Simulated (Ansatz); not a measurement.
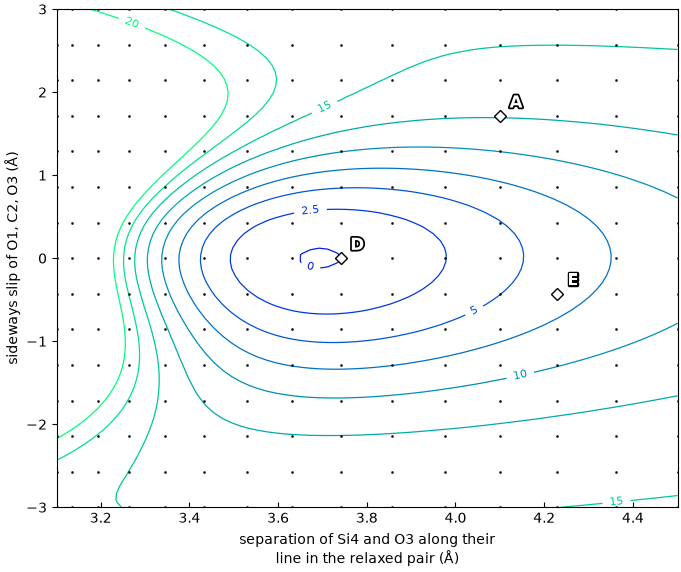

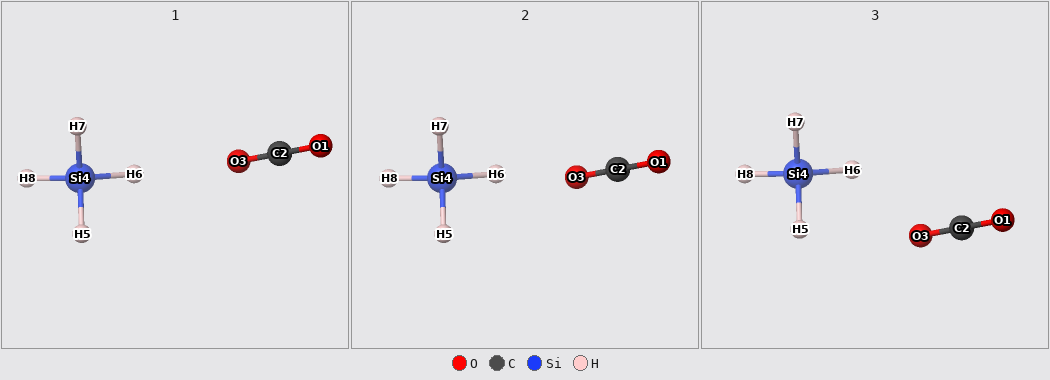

The pair CO₂···H₄Si. 
- Coordinates scanned: (1) separation of Si4 and O3 along their line in the relaxed pair; (2) sideways slip of O1, C2, O3.
- Nothing is relaxed (both partners rigid).
- The scan uses a 15 × 15 grid.
- Points are written as (first, second).
- Energies: meV, counted from the lowest grid point.
- These are results of RHF/def2-SVPD (Ansatz), not measurements.

In the figure: contour lines labelled in meV (none above 20), dots at the grid points, lettered points. Between grid points the surface is interpolated. The numbered pictures are the structures at these points, in random order.

Which structure belongs to which point?

A is structure 3: (4.100 Å, 1.71 Å), 12.6 meV; D is structure 2: (3.741 Å, 0.00 Å), 0.0 meV; E is structure 1: (4.230 Å, −0.43 Å), 6.6 meV.
